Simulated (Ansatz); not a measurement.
**GeN+ (singlet): inputs that go wrong at distance Ge1–N2 = 3.573 Å**

4 inputs are run for GeN+ (singlet) as typed; the log has to tell whether the result can be used and what must change.

Method: the settings change from run to run; program: Ansatz 0.2.0, Gaussian basis.

37 further runs of the same task are left out: 5 for a known fault of the program, 1 for a mislabelled method, 29 that didn't finish, 2 set aside as unsound or not needed.

### 1 The system

The geometry derives from a PBE0/def2-TZVP stationary point (not a proven minimum). One bond is set to the value named and the two fragments are kept rigid. No spin-orbit coupling is included. The filled d shell of Ge may be among the frozen orbitals whatever the setting's name suggests; the logs give the count.

2 atoms, charge 1, spin multiplicity 1.

Atoms are counted from 1 here; the program's logs count them from 0.

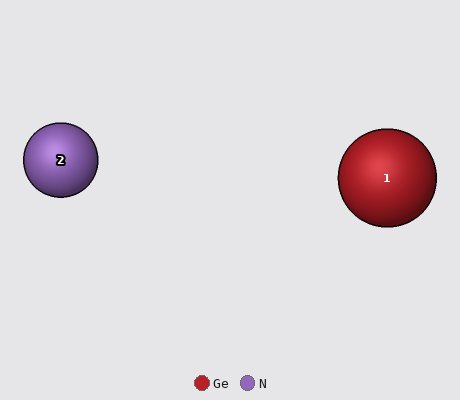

The geometry (germanium red, nitrogen purple); atoms are numbered from 1 in the order of the file.

Geometry (Å):

```xyz
2
GeN
Ge    0.0000    0.0000    0.0000
N     0.0000    0.0000    3.5730
```

### 2 Attempt 1

The input, in.yaml:

```yaml
crystal:
  periodic: [false, false, false]
  atoms:
    - {symbol: Ge, position_ang: [0.000000, 0.000000, 0.000000]}
    - {symbol: N, position_ang: [0.000000, 0.000000, 3.573000]}
basis:
  gaussian: {orbitals: 6-31G}
total_charge: 1
correlation: {method: fic_nevpt4_sd, electrons: outside_noble_gas, active_space: {window: {electrons: 8, orbitals: 4}, states: [{multiplicity: 1, weights: [0.5, 1]}], root: 0}}
```

Launch:

```console
$ ansatz run in.yaml --threads 1 --pin off --events-out ev --progress --plain --max-ram 2393MiB
```

Output:

```text
Functional definition: HF
  name "HF"
  cite "Fock, Z. Phys. 61, 126 (1930) doi:10.1007/BF01340294"
  parent pbe
  exchange = exact_x
  correlation = 0
602 factors; integrals over basis functions are off by at most 6.8e-8 eV
mean field evaluation 1: about -57919.9057 eV, gradient 3.9e1 eV
mean field evaluation 2: about -57919.9531 eV, gradient 3.8e1 eV
mean field evaluation 4: about -57921.6245 eV, gradient 3.0e1 eV
mean field evaluation 8: about -57923.8310 eV, gradient 2.0e1 eV
mean field evaluation 16: about -57928.6234 eV, gradient 3.4e-3 eV
mean field evaluation 32: about -57927.7753 eV, gradient 6.8e0 eV
mean field evaluation 64: about -57924.6460 eV, gradient 6.6e-1 eV
mean field evaluation 96: about -57927.1665 eV, gradient 7.9e-1 eV
mean field -57928.62335307 eV, -2128.8376427943 hartree, gradient 1.8e-6 eV, S^2 0.000000; 9 other end points of the search recorded, 0 dependent functions left out; unrestricted orbitals would lower it
reference -57928.62335307 eV, -2128.8376427943 hartree; 19, 19 occupied and 19, 19 virtual orbitals, 602 factors
Error: 2 states are sought, and the space of determinants holds 1 states of this symmetry and spin
```

It took 0.99 s on 1 thread of Arm Neoverse V1, shared host.

Diagnosis: The run stopped with an error. It says: «2 states are sought, and the space of determinants holds 1 states of this symmetry and spin». Cure: ask for fewer states or enlarge the space.

### 3 Attempt 2

The input, in.yaml:

```yaml
crystal:
  periodic: [false, false, false]
  atoms:
    - {symbol: Ge, position_ang: [0.000000, 0.000000, 0.000000]}
    - {symbol: N, position_ang: [0.000000, 0.000000, 3.573000]}
basis:
  gaussian: {orbitals: def2-SVPD}
total_charge: 1
correlation: {active_space: {ras: {orbitals: [19, 0, 39], electrons: 58, max_holes: 2, max_particles: 2}, fixed_orbitals: true}}
```

Same command.

Output:

```text
Functional definition: HF
  name "HF"
  cite "Fock, Z. Phys. 61, 126 (1930) doi:10.1007/BF01340294"
  parent pbe
  exchange = exact_x
  correlation = 0
563 factors; integrals over basis functions are off by at most 4.2e-4 eV
mean field evaluation 1: about -57920.1776 eV, gradient 3.9e1 eV
mean field evaluation 2: about -57920.2161 eV, gradient 3.9e1 eV
mean field evaluation 4: about -57922.3676 eV, gradient 2.9e1 eV
mean field evaluation 8: about -57927.9019 eV, gradient 1.5e1 eV
mean field evaluation 16: about -57929.0962 eV, gradient 2.3e-1 eV
mean field evaluation 32: about -57929.0964 eV, gradient 1.4e-4 eV
mean field evaluation 64: about -57928.2985 eV, gradient 6.4e0 eV
mean field evaluation 96: about -57927.5442 eV, gradient 1.0e1 eV
mean field evaluation 128: about -57929.0613 eV, gradient 1.1e0 eV
mean field -57929.09640815 eV, -2128.8550272475 hartree, gradient 4.1e-6 eV, S^2 0.000000; 11 other end points of the search recorded, 0 dependent functions left out
reference -57929.09640815 eV, -2128.8550272475 hartree; 19, 19 occupied and 39, 39 virtual orbitals, 563 factors
Error: 58 electrons in 58 orbitals form no window around the highest filled level of the reference
```

It took 1.6 s on 1 thread of Arm Neoverse V1, shared host.

**Diagnosis.** The run stopped with an error. The electron count of the restricted space is wrong. Cure: count the correlated electrons again.

### 4 Attempt 3

The input, in.yaml:

```yaml
crystal:
  periodic: [false, false, false]
  atoms:
    - {symbol: Ge, position_ang: [0.000000, 0.000000, 0.000000]}
    - {symbol: N, position_ang: [0.000000, 0.000000, 3.573000]}
basis:
  gaussian: {orbitals: cc-pVDZ, point_charges: [{charge: -0.50, position_ang: [4.317, 0.721, 0.857]}]}
total_charge: 1
magnetization: {spin_polarized: false}
correlation: {method: ccsd_t, frozen_orbitals: {Ge: 9}}
scf: {lower_state_search: off}
```

Same command.

Output:

```text
Functional definition: HF
  name "HF"
  cite "Fock, Z. Phys. 61, 126 (1930) doi:10.1007/BF01340294"
  parent pbe
  exchange = exact_x
  correlation = 0
these checks for a lower state are left out or cut short: stability, starts, cluster_reference, orbital_swaps, neighbouring_geometries, increment
Error: "frozen_orbitals" has no count for N
```

It took 0.03 s on 1 thread of Arm Neoverse V1, shared host.

**Diagnosis.** The run was refused. The frozen-orbital counts are incomplete or too large. Fix: leave frozen_orbitals out, or give each element a count that its core has.

### 5 Attempt 4

The input, in.yaml:

```yaml
crystal:
  periodic: [false, false, false]
  atoms:
    - {symbol: Ge, position_ang: [0.000000, 0.000000, 0.000000]}
    - {symbol: N, position_ang: [0.000000, 0.000000, 3.573000]}
basis:
  gaussian: {orbitals: 6-31G}
total_charge: 1
hamiltonian: {xc: r2scan}
correlation: {active_space: {window: {electrons: 2, orbitals: 2}}}
```

Launched as before.

Output:

```text
Error: invalid value for `correlation.active_space`: it starts from restricted Hartree–Fock orbitals; set hamiltonian.xc: hf without magnetization.spin_polarized
```

Run time: 0.03 s. Hardware: 1 thread of Arm Neoverse V1, shared host.

**Diagnosis.** The run was refused. An active space is asked on a functional's orbitals. Cure: start from Hartree-Fock.

### 6 How the runs ended

```csv
attempt,level,ended,cause,time
1,"NEVPT4(SD)(8,4)/6-31G",stopped by an error,"2 states are sought, and the space of determinants holds 1 states of this symmetry and spin",0.99 s
2,CISD/def2-SVPD,stopped by an error,the electron count of the restricted space is wrong,1.6 s
3,CCSD(T) on RHF/cc-pVDZ,refused,the frozen-orbital counts are incomplete or too large,0.03 s
4,"CASSCF(2,2)/6-31G",refused,an active space is asked on a functional's orbitals,0.03 s
```

2 stopped by an error, 2 refused.
